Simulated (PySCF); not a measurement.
## A series of small molecules: chlorostannanes SnH(4-n)Cl(n)

Gas-phase molecules at GFN2-xTB geometries (not checked as minima at the level of the calculation), B3LYP/def2-SVPD with PySCF. The ionisation energy is E(cation) − E(neutral) at fixed geometry, without spin-orbit coupling; where the highest orbital is degenerate, the cation is one component. LUMO energies depend on the basis. GFN2-xTB bonds to atoms past the second row can be off by 0.02 to 0.07 Å and angles by up to several degrees, which can move orbital and ionisation energies by up to 0.5 eV and charges by 0.01 to 0.02 e, so small steps and misses may come from the geometries. Volumes are summed on a coarse grid and good to about 2 %. Core potentials replace the inner electrons of Sn.

```csv
molecule,n,Hirshfeld charge of the central atom (e),HOMO energy (eV),vertical ionisation energy (eV),HOMO–LUMO gap (eV),volume inside the 0.001 a.u. surface (Å³)
SnH4,0,0.388,−9.06,11.66,8.92,74
SnH3Cl,1,0.466,−8.51,10.98,7.37,93
SnH2Cl2,2,?,?,?,?,?
SnHCl3,3,0.549,−9.18,11.30,6.31,136
```

The results for SnH2Cl2 are withheld.

> What does the trend of the Hirshfeld charge of the central atom with n predict for SnH2Cl2?

A least-squares line through the three given members is y = 0.398 + 0.052 x, with R² = 0.97 and a scatter of 0.020 e; SnH3Cl lies farthest from it (+0.016 e). At x = 2 it gives 0.502 e. For a new member the 90 % prediction interval is ±0.147 e, wide since three points leave one degree of freedom. The misses run in a curve, so a straight line is a rough model here.

> How does the computed value compare?

The calculation gives 0.516 e, 0.014 e above the estimate (0.7 times the scatter, 9 % of the range of the series): inside the prediction interval, which is so wide that this tests little. Its other results: HOMO energy −8.74 eV, vertical ionisation energy 10.93 eV, HOMO–LUMO gap 6.87 eV and volume inside the 0.001 a.u. surface 113 Å³.

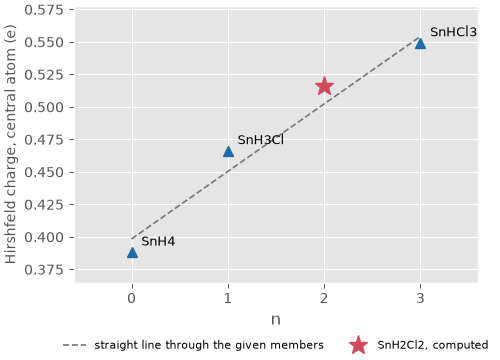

Over the series −ε(HOMO) lies 2.12 to 2.60 eV below the ionisation energy from total-energy differences, since this functional puts filled levels too high (delocalisation error). The pairing was chosen among those with R² above 0.96; series and pairings with weaker trends are left out of this set.

The single runs took from 6.4 s to 4.9 min, on 1 thread of shared hosts (AMD EPYC 7571, Arm Neoverse N1 and Arm Neoverse V1).
